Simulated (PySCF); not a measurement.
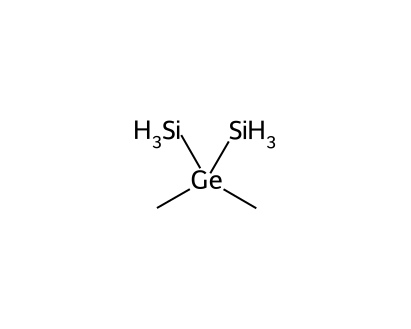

Structural formula above. The geometry was computed by an optimisation with PBE0-D3(BJ)/def2-SVP. No frequency run is at hand to confirm it as a minimum.

What does the molecule look like in three dimensions?

The molecule is C2H12GeSi2. SMILES: `[CH3][Ge]([CH3])([SiH3])[SiH3]`. Among its groups: Si–H bond. Coordination: 1 Ge tetrahedral; 2 Si tetrahedral; 2 C tetrahedral.

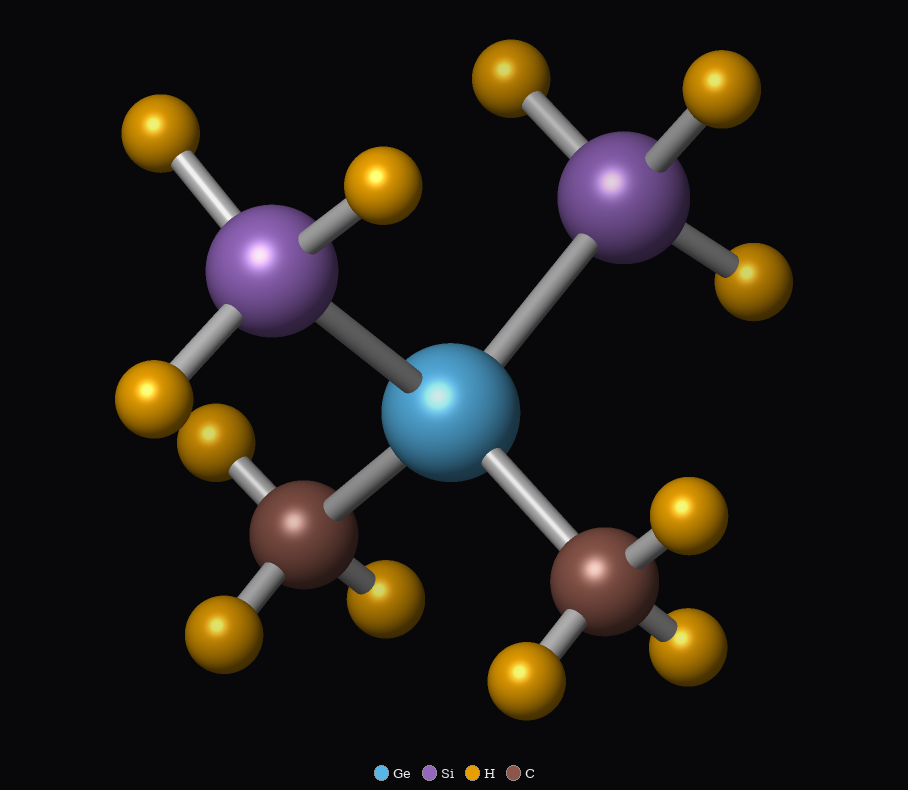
